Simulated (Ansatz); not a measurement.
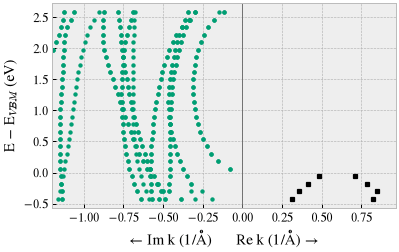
Figure: Complex bands at the centre of the two-dimensional zone; r2SCAN run with Ansatz (a quantum-chemistry and plane-wave program)

No gap correction and no spin-orbit coupling; mid-gap values are interpolated between computed energies.

Question: This is VBiO₄ (I4_1/a, 12 atoms a cell, 12.7 Å³ an atom) along the normal of (110). Read off the slowest decay at the centre of the two-dimensional zone at 1.14 eV, the computed energy nearest the middle of the gap.

Answer: κ ≈ 0.31 1/Å, a decay length 1/(2κ) of the density of 1.6 Å.
